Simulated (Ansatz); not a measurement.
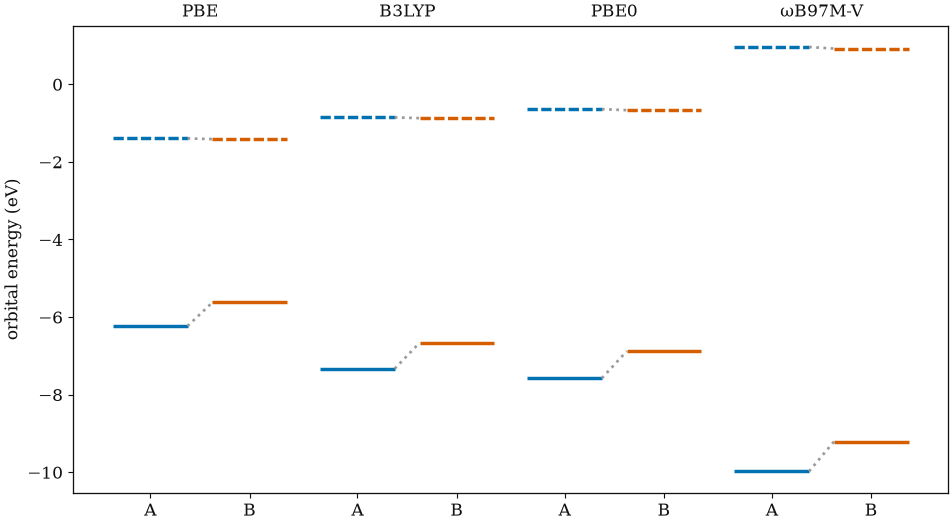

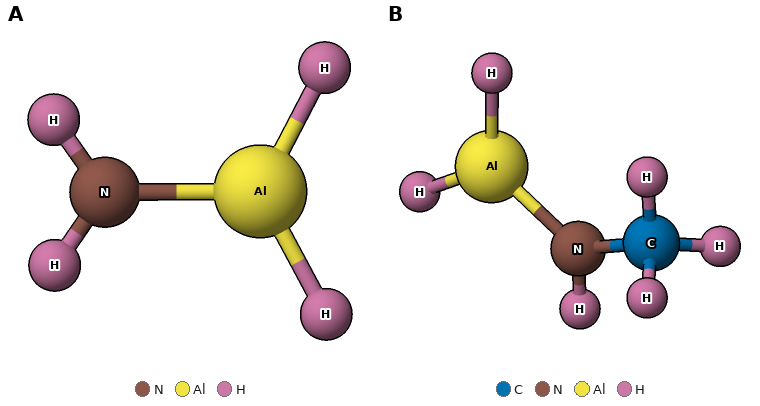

One change: A, AlNH₄ (SMILES [NH2][AlH2]), becomes B, CH₆AlN (SMILES C[NH][AlH2]). H on N is replaced by CH₃. HOMO (solid) and LUMO (dashed) computed in def2-TZVPP at PBE0-D4/def2-TZVP geometries, both minima by their frequencies, gas phase, the Ansatz code. Empty levels above zero depend strongly on the basis.

> What does the change do to HOMO and LUMO?

PBE: the HOMO rises by 0.61 eV, the LUMO falls by 0.02 eV, and the separation goes from 4.84 to 4.21 eV. B3LYP: the HOMO rises by 0.67 eV, the LUMO falls by 0.02 eV, and the separation goes from 6.48 to 5.79 eV. PBE0: the HOMO rises by 0.70 eV, the LUMO falls by 0.03 eV, and the separation goes from 6.93 to 6.21 eV. ωB97M-V: the HOMO rises by 0.77 eV, the LUMO falls by 0.04 eV, and the separation goes from 10.94 to 10.13 eV.

> Do the functionals agree on the effect?

They agree on the direction for both levels; the HOMO shift lies between 0.61 and 0.77 eV and the LUMO shift between −0.04 and −0.02 eV, while the separations themselves differ by up to 6.1 eV between functionals.
